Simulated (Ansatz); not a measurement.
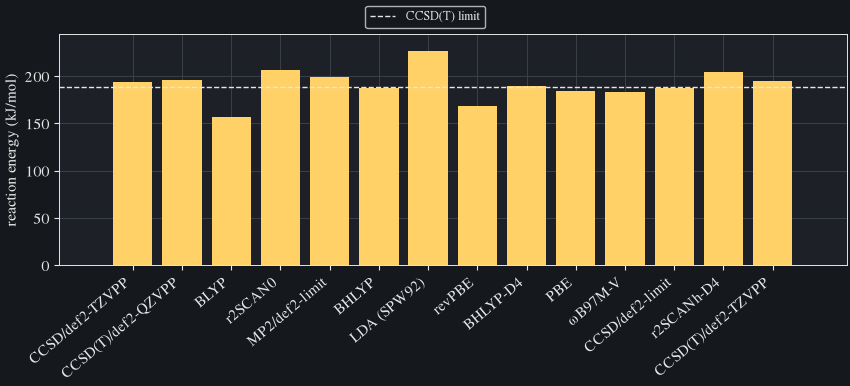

Electronic reaction energy of GeH₄ ([GeH4]) → GeH₂ ([GeH2]) [singlet] + H₂ ([H][H]) (SMILES in brackets) at several levels (functionals in def2-TZVPP unless a basis is named), isolated molecules at PBE0-D4 triple-zeta geometries, minima by their frequencies, no zero-point or thermal terms, the Ansatz code. The line is frozen-core CCSD(T) at the basis limit (MP2 extrapolated from triple and quadruple zeta, plus CCSD(T) less MP2 in a smaller set). No dispersion term is added to BLYP, r2SCAN0, BHLYP, revPBE and PBE. The distance of CCSD/def2-TZVPP, CCSD(T)/def2-QZVPP and CCSD(T)/def2-TZVPP to the limit includes basis error. The limit lies 6.3 kJ/mol from CCSD(T)/def2-TZVPP, so the line itself is uncertain by a part of that.

### What range do the values span, the line included?

From 156.6 kJ/mol (BLYP) to 226.2 kJ/mol (LDA (SPW92)).

### What do zero-point energy and temperature add?

Zero-point change −22.7 kJ/mol; at 298.15 K and 1 bar the CCSD(T) limit plus thermal terms gives an enthalpy of reaction of 174.2 and a free energy of 134.4 kJ/mol (harmonic PBE0-D4 modes, ideal gas).

Caveats: no scalar relativity up to krypton; outer-core shells are correlated without core-valence functions, which makes the correlated values less sure.
